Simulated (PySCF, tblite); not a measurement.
# C3H12N2Si2: geometry, infrared bands and NMR shifts

Aim: predict the infrared bands and NMR shifts of C3H12N2Si2 (`CN[Si@H]1C[Si@H](N)C1`).

The runs use tblite 0.8.0 and PySCF 2.14.0, with density-fitted response routines of our own; the level of theory stands in each step. All values are computed, except where a source is named. Atoms count from 0, in the outputs and in this text.

### 1 Starting geometry

19 atoms, charge 0, multiplicity 1; geometry from: force field or distance geometry start.

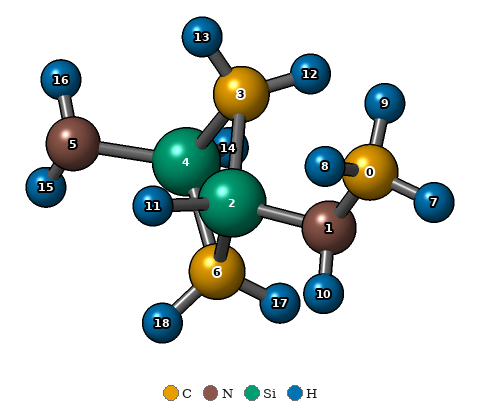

As it starts; carbon amber, nitrogen brown, silicon teal, hydrogen blue, atoms numbered.

### 2 Optimising the geometry with GFN2-xTB

The job: settings as JSON, then the geometry in Å.

```
{"job": {"kind": "relax", "xc": "GFN2-xTB", "basis": "xTB"}, "charge": 0, "multiplicity": 1}
C      3.042200     0.679100    -0.198100
N      2.046700    -0.330700     0.138000
Si     0.485400    -0.015700     0.686200
C     -0.578100     0.897700    -0.599100
Si    -1.925600    -0.359200    -0.191900
N     -3.086400     0.206300     0.892300
C     -0.656800    -1.509500     0.564100
H      3.949100     0.206400    -0.568900
H      3.313300     1.284000     0.674700
H      2.660700     1.344200    -0.982900
H      2.484100    -0.997100     0.788100
H      0.525000     0.616300     2.019900
H     -0.202100     0.824600    -1.602600
H     -0.803400     1.929500    -0.353500
H     -2.640200    -0.891000    -1.369700
H     -3.721200    -0.544400     1.161700
H     -3.662300     0.919700     0.456700
H     -0.301900    -2.295800    -0.111600
H     -0.938300    -1.955100     1.530400
```

Run with:

```console
$ OMP_NUM_THREADS=1 python probes_run.py task.json out
```

This one command runs all jobs of the session in turn.

**Question.** This job is followed by: GFN2-xTB harmonic vibrations, gas phase; GIAO PBE0/pcSseg-1 NMR shielding, non-relativistic, gas phase. What will the session give for the following? strongest single infrared mode (GFN2-xTB); zero-point energy (GFN2-xTB); 13C shifts against TMS (PBE0/pcSseg-1, means over atoms taken as alike); 1H shifts against TMS (PBE0/pcSseg-1, means over atoms taken as alike); 15N shifts against NH3 (PBE0/pcSseg-1); 29Si shifts against TMS (PBE0/pcSseg-1).

As calculated:

```
                                                               quantity                                         value
                              strongest single infrared mode (GFN2-xTB)                         2158 cm⁻¹, 828 km/mol
                                           zero-point energy (GFN2-xTB)                                 93.6 kcal/mol
13C shifts against TMS (PBE0/pcSseg-1, means over atoms taken as alike)                                 30.6, 4.9 ppm
 1H shifts against TMS (PBE0/pcSseg-1, means over atoms taken as alike)  5.88, 5.72, 2.78, 0.31, 0.25, 0.17, 0.08 ppm
                                 15N shifts against NH3 (PBE0/pcSseg-1)                                27.9, 22.1 ppm
                                29Si shifts against TMS (PBE0/pcSseg-1)                              -10.9, -12.3 ppm
```

**Reading.** Over 106 steps the energy fell by 0.374 eV; of the close pairs, Si4–N5 changed most, 1.686 to 1.727 Å. All 51 modes are real, so the xTB geometry is a minimum. The strongest single mode, at 2158 cm⁻¹, moves mainly H14. GFN2-xTB is a fitted tight-binding method: band positions and strengths are rough. Its intensities can rank the bands wrongly. The most deshielded carbon is C0 (methyl carbon bonded to N), at 30.6 ppm: deshielded by the electronegative neighbour.
